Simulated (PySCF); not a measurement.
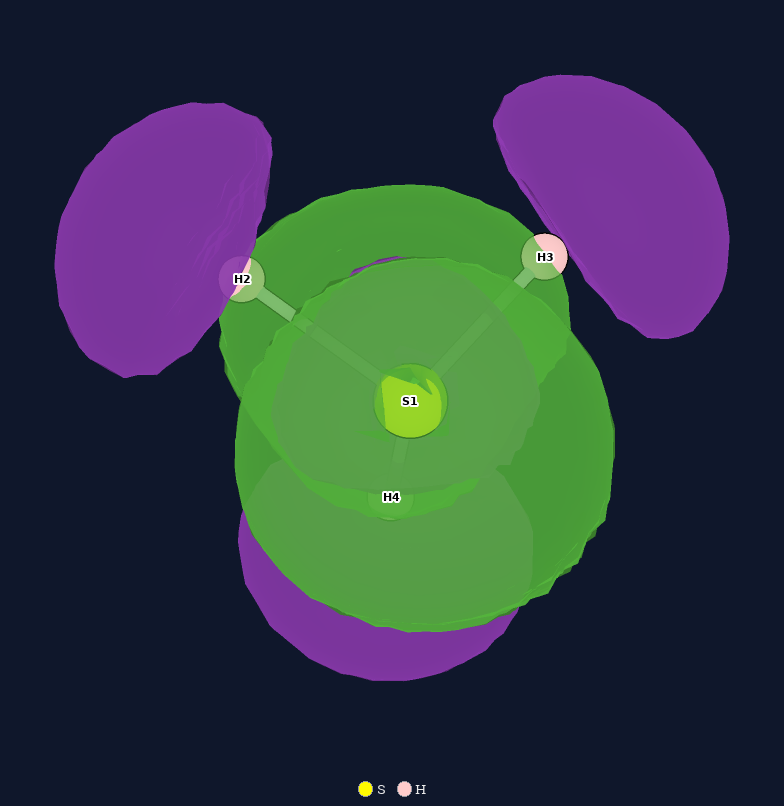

Figure. H3S, charge +1, SMILES `[SH3+]`. Unrelaxed difference density of S₃ less the ground state (full linear response singlet states), ±0.015 e/Å³; purple: gain, green: loss.

Level of theory: PBE0/6-31+G* (PySCF), at a geometry from GFN2-xTB. No frequency check shows the geometry to be a minimum. GFN2-xTB bond lengths at metals and heavier atoms can be off by up to 0.1 Å and shapes distorted, which carries into these values.

Input

```python
import numpy as np
from pyscf import gto, scf, dft, tdscf
from pyscf.scf import atom_ks, atom_hf
from scipy.linalg import block_diag

def solve(mol, dm0=None, hcore=None):
    mf = (dft.UKS if mol.spin else dft.RKS)(mol, xc='pbe0')
    mf.grids.level = 3
    mf = mf.density_fit(auxbasis='def2-universal-jkfit')
    mf.conv_tol, mf.max_cycle = 1e-8, 80
    if hcore is not None:
        mf.get_hcore = lambda *args: hcore
    mf.kernel(dm0)
    if not mf.converged:
        mf = mf.newton().run(mf.mo_coeff, mf.mo_occ, max_cycle=30)
    assert mf.converged, 'SCF not converged'
    return mf

mol = gto.M(atom='''
S      0.00000     0.00010    -0.11522
H      0.98184     0.58264     0.61485
H     -0.99609     0.55795     0.61485
H      0.01426    -1.14215     0.61386
''', basis='6-31+g*', charge=1, spin=0, verbose=4)
mf = solve(mol)
td = mf.TDDFT()
td.nstates, td.singlet, td.conv_tol = 6, True, 1e-5
td.kernel()
td.analyze()
x, y = np.array([p[0] for p in td.xy]), np.array([p[1] + 0 * p[0] for p in td.xy])
f, mu = td.oscillator_strength(), td.transition_dipole()
nto = [td.get_nto(state=i + 1, verbose=4) for i in range(len(td.e))]
# spherically averaged free atoms, for the promolecule
atm = atom_ks.get_atm_nrks(mol, xc='pbe0')
pro = block_diag(*[(atm[a[0]][2] * atm[a[0]][3]) @ atm[a[0]][2].T for a in mol._atom])
np.savez('result.npz', e=td.e, f=f, ok=td.converged, w=[n[0] for n in nto], nto=[n[1] for n in nto], x=x, y=y, c=mf.mo_coeff, occ=mf.mo_occ, eps=mf.mo_energy, pro=pro, mu=mu)
```

Command:

```sh
OMP_NUM_THREADS=1 python input.py
```

The run took 9.2 s on 1 thread of Intel(R) Xeon(R) Platinum 8259CL CPU @ 2.50GHz (Skylake/Cascade Lake), with other jobs on the host, peak memory 0.23 GiB.

### How does the charge move on excitation?

0.72 e is displaced in all, of which about 0.3 e passes between atoms: S1 (0.35 e) loses electrons and H2, H3 and H4 (0.12 e each) gain them. The state: 10.49 eV (118 nm), f = 0.105 (bright), partly diffuse acceptor orbital; the leading pair carries 98 %; hole on S1 (83 %) and H2, H3 and H4 (6 % each), electron on S1 (48 %) and H2, H3 and H4 (17 % each) (atom shares of so diffuse an orbital are rough); their centroids lie 0.8 Å apart.
